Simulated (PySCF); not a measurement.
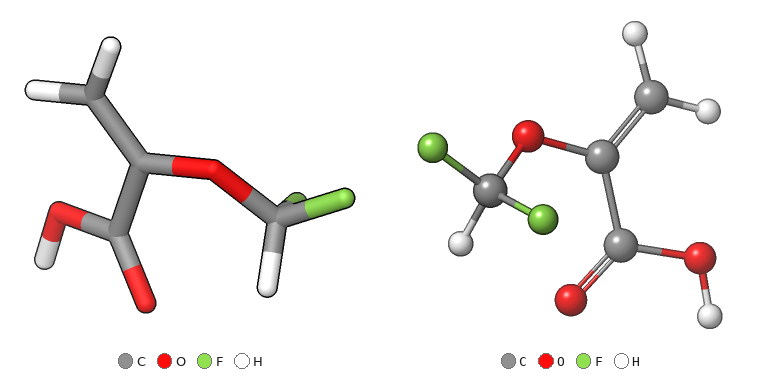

Two views of one molecule.

The geometry was computed by an optimisation with GFN2-xTB. No frequency run is at hand to confirm it as a minimum.

**Which formula does it have?**

C₄H₄F₂O₃, 13 atoms: 4 carbon, 4 hydrogen, 2 fluorine and 3 oxygen.

**Does it have rings?**

It has no ring.

More results for the same structure follow; atom numbers are the same in all pictures, views and colours differ.

Geometry

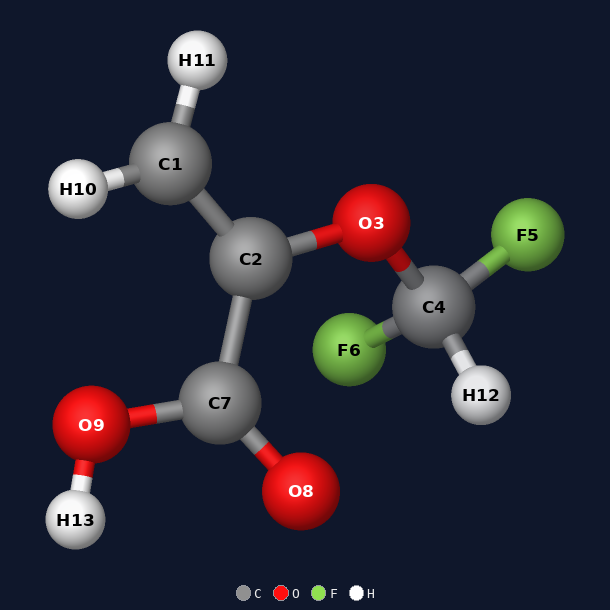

No frequency run is at hand to confirm it as a minimum.

Which atoms are bonded, and how long are the bonds?

```
  bond  length (Å)   order
 C1–C2       1.330  double
C1–H10       1.073  single
C1–H11       1.075  single
 C2–O3       1.379  single
 C2–C7       1.491  single
 O3–C4       1.363  single
 C4–F5       1.341  single
 C4–F6       1.354  single
C4–H12       1.102  single
 C7–O8       1.205  double
 C7–O9       1.332  single
O9–H13       0.972  single
```

Spin–spin coupling

No frequency run is at hand to confirm it as a minimum. Method: B3LYP/pcJ-1 indirect spin-spin coupling, non-relativistic, gas phase (PySCF 2.14.0). Isotopes: 13C, 19F, 1H, 17O.

Give the spin–spin coupling constants of these pairs, with the number of bonds between them: C4/F6, C4/F5, O3/F6, O3/F5, F5/F6, F5/H12, F6/H12, C2/F6, C2/F5.

| pair | bonds apart | J (Hz) |
| --- | --- | --- |
| C4, F6 | 1 | −339.8 |
| C4, F5 | 1 | −316.3 |
| O3, F6 | 2 | −7.0 |
| O3, F5 | 2 | −51.6 |
| F5, F6 | 2 | 138.6 |
| F5, H12 | 2 | 83.7 |
| F6, H12 | 2 | 89.3 |
| C2, F6 | 3 | 1.1 |
| C2, F5 | 3 | 5.4 |

Density functionals are unreliable for couplings to fluorine, so those rows may be far off.

Electronic properties

No frequency run is at hand to confirm it as a minimum. Method: B3LYP/pcJ-1, gas phase (PySCF 2.14.0).

**Estimate the dipole moment.**

3.22 D.

**What is the HOMO energy (Kohn–Sham orbital)?**

−7.70 eV.

**Estimate the LUMO energy (Kohn–Sham orbital).**

−1.94 eV.

Quadrupole coupling

No frequency run is at hand to confirm it as a minimum. Electric field gradients from the ground-state density, B3LYP/pcJ-1 (PySCF 2.14.0), non-relativistic apart from any core potentials.

Give the largest field-gradient component, the quadrupole coupling constant and the asymmetry for 17O at O3 (Q = −25.6 mb), 17O at O8 (Q = −25.6 mb), 17O at O9 (Q = −25.6 mb).

```json
{"atom": "O3", "V_zz (a.u.)": "1.928", "e²qQ/h (MHz)": "−11.60", "η": "0.73"}
{"atom": "O8", "V_zz (a.u.)": "−1.571", "e²qQ/h (MHz)": "9.45", "η": "0.12"}
{"atom": "O9", "V_zz (a.u.)": "1.659", "e²qQ/h (MHz)": "−9.98", "η": "0.45"}
```
